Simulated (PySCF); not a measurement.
C$_{12}$H$_{24}$Si (Si(vinyl)2(tBu)2)

```xyz
37

Si    0.3124    0.0048    0.2141
C     0.3441   -0.0154    2.0963
C     1.3033   -0.5623    2.8536
H    -0.5149    0.4241    2.6231
H     2.1953   -1.0203    2.4116
H     1.2463   -0.5758    3.9483
C     2.0670    0.0325   -0.4660
C     3.1328    0.5655    0.1441
H     2.2272   -0.3852   -1.4703
H     3.0631    1.0051    1.1454
H     4.1238    0.5866   -0.3239
C    -0.5428    1.6402   -0.3406
C     0.1029    2.7753    0.4634
C    -2.0467    1.6147   -0.0603
C    -0.2983    1.9041   -1.8298
H    -0.3173    3.7479    0.1498
H    -0.0728    2.6727    1.5455
H     1.1917    2.8189    0.3031
H    -2.2729    1.3882    0.9944
H    -2.5702    0.8724   -0.6819
H    -2.4932    2.6004   -0.2840
H    -0.7364    1.1276   -2.4736
H     0.7773    1.9637   -2.0582
H    -0.7521    2.8679   -2.1231
C    -0.5154   -1.6359   -0.3668
C    -0.8290   -1.6167   -1.8643
C    -1.7976   -1.9091    0.4251
C     0.4824   -2.7633   -0.0750
H    -1.2066   -2.6038   -2.1867
H    -1.6032   -0.8757   -2.1152
H     0.0602   -1.3936   -2.4760
H    -2.5739   -1.1511    0.2445
H    -1.6050   -1.9430    1.5088
H    -2.2204   -2.8878    0.1347
H     0.7474   -2.8062    0.9933
H     1.4164   -2.6518   -0.6471
H     0.0407   -3.7391   -0.3456
```

Geometry: PBE0-D3(BJ)/def2-SVP.

Theory: PySCF 2.14.0, CAM-B3LYP/def2-SVPD, SCF density, gas phase.

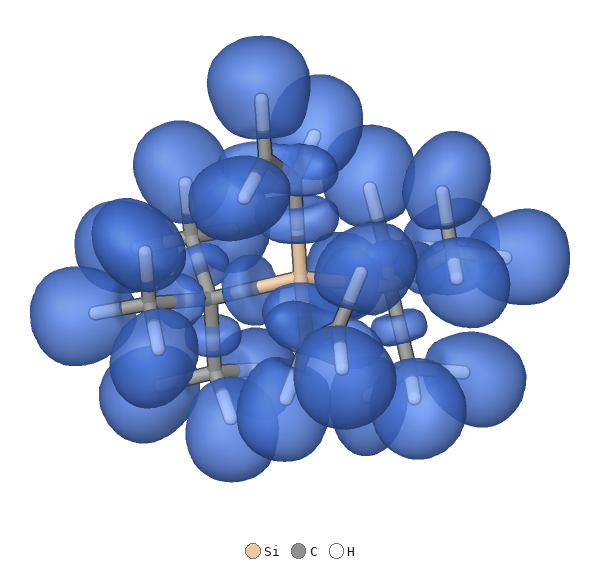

Figure 1. Isosurface of the ELF at 0.75 (blue), seen from one side. Core shells and regions of very low density are left out.

### Where are the electrons localised?

The ELF exceeds this value in eight regions between bonded C–C atoms (shared pairs), four regions between bonded C–Si atoms (shared pairs) and 24 regions around hydrogen nuclei.


C–C (1.34 Å): the ELF peaks at about 0.90 between the atoms (a multiple bond). C–Si (1.88 Å): the ELF peaks at about 1 between the atoms: a shared electron pair.

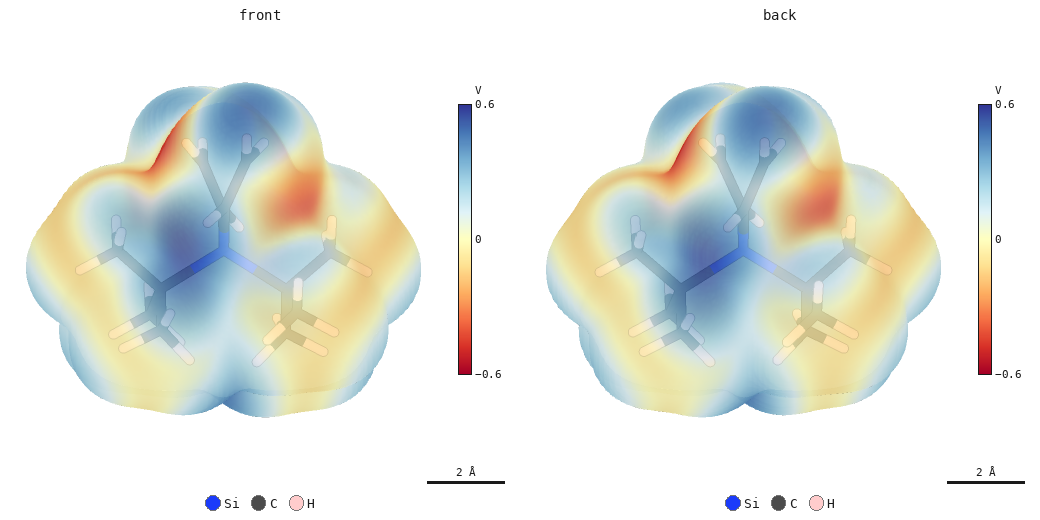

Figure 2. The molecular electrostatic potential painted on the density surface at 0.001 e/bohr³, seen from the front and from behind; the colour scale runs from red (negative) to blue (positive).

### Where is the surface potential most negative and most positive?

The most negative region (about −0.5 V, or −12 kcal/mol for a unit charge) lies over the π face of C2, C3, C7 and C8, the most positive (about +0.5 V, or +12 kcal/mol for a unit charge) over the H atoms.

### How polar is the molecule by this calculation?

Its dipole moment is 0.03 D.

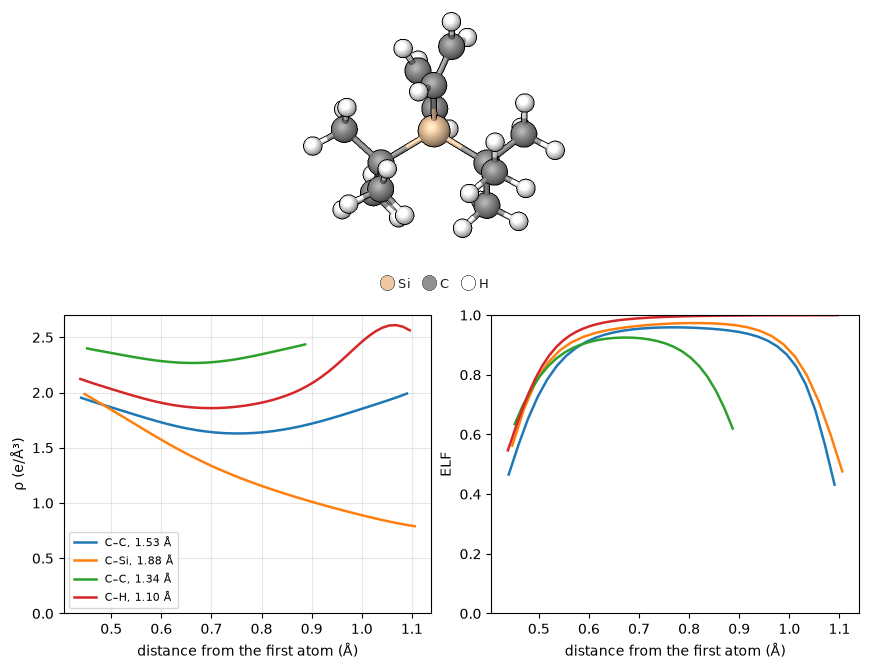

Figure 3. Electron density and ELF along straight lines between neighbouring atoms. The curves leave out the atomic cores. The structure is drawn too.

### What can be read from the curves?

C–C (1.53 Å): ρ is about 1.6 e/Å³ halfway; the ELF peaks at about 0.95 between the atoms: localised, covalent bonding.
C–Si (1.88 Å): ρ at the midpoint is about 0.96 e/Å³; the ELF peaks at about 1 between the atoms; a shared electron pair.
C–C (1.34 Å): ρ at the midpoint is about 2.3 e/Å³; the ELF peaks at about 0.90 between the atoms (a multiple bond).
C–H (1.10 Å): the density is about 2 e/Å³ at the midpoint; the ELF climbs to about 1 towards the hydrogen, as it does in any bond to H; a covalent bond by its length.
